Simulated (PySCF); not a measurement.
# H8O4Pm (Pm(H2O)43+): the cost of one run

The runs use PySCF 2.14.0; several levels, as the steps say, no spin–orbit coupling.

1 further run of the same task is left out (for a known fault of the program).

## 1. Where the work starts

13 atoms, charge 3, spin multiplicity 1.

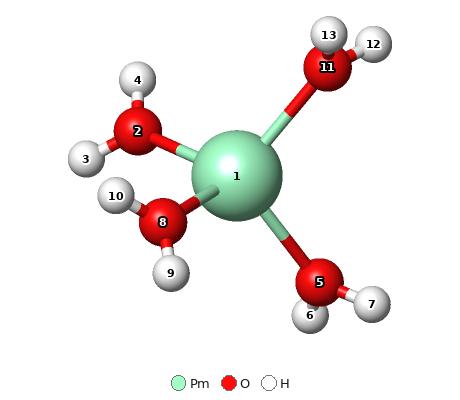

The geometry (promethium light green, oxygen red, hydrogen white); atoms are numbered from 1 in the order of the file.

Geometry (Å):

```xyz
13
charge 3, multiplicity 1
Pm    0.0000    0.0000    0.0000
O     1.4073    1.3652    1.3020
H     2.2083    1.1059    1.8102
H     1.3435    2.3336    1.4611
O    -1.4074   -1.3020    1.3652
H    -1.3435   -1.4612    2.3336
H    -2.2083   -1.8102    1.1060
O     1.4073   -1.3652   -1.3020
H     1.3435   -2.3336   -1.4611
H     2.2083   -1.1059   -1.8102
O    -1.4074    1.3020   -1.3652
H    -2.2083    1.8102   -1.1060
H    -1.3435    1.4612   -2.3336
```

Formal oxidation states: Pm +3. Each metal's 4 4f electrons lie in its core potential, so multiplicities, spins and levels count the valence alone. An earlier session relaxed this geometry at PBE0, Pm lcecp-1-SVP with ECP50, O def2-SVP, H def2-SVP (singlet, point group S4).

At PBE0 on the finer grid: E = -338.306389 Eh, HOMO -24.06 eV, LUMO -15.23 eV, Mulliken charge on Pm1 +1.81 e, largest force component 0.005 eV/Å. 

Levels to run: CAM-B3LYP; revPBE; PBE0, TZVP. Hardware: 2 threads of Arm Neoverse V2, shared host.

## 2. CAM-B3LYP

Contents of run.py (the lines that set the calculation):

```python
mol = gto.M(atom='''
Pm    -0.00002     0.00000     0.00000
O      1.40732     1.36523     1.30205
H      2.20831     1.10595     1.81017
H      1.34349     2.33361     1.46113
O     -1.40740    -1.30201     1.36522
H     -1.34346    -1.46119     2.33363
H     -2.20826    -1.81024     1.10597
O      1.40732    -1.36523    -1.30205
H      1.34349    -2.33361    -1.46113
H      2.20831    -1.10595    -1.81017
O     -1.40740     1.30201    -1.36522
H     -2.20826     1.81024    -1.10597
H     -1.34346     1.46119    -2.33363''',
    basis={'Pm': 'lcecp-1-SVP', 'O': 'def2-SVP', 'H': 'def2-SVP'},
    ecp={'Pm': 'lcecp-1-SVP'},
    charge=3, spin=0)
mf = dft.RKS(mol, xc='CAMB3LYP')
mf.grids.atom_grid = (75, 302)  # f atoms: unpruned, at least (60, 302)
mf = mf.density_fit()  # fitting sets: Pm AutoAux, O def2-universal-JKFIT, H def2-universal-JKFIT
mf.conv_tol = 1e-08; mf.max_cycle = 55
mf.kernel(dm0)  # dm0: the density of the relaxed state
```

Launch:

```sh
$ OMP_NUM_THREADS=2 python run.py
```

**Question.** How long does this run take on 2 threads of Arm Neoverse V2, shared host?

About 9.6 s.
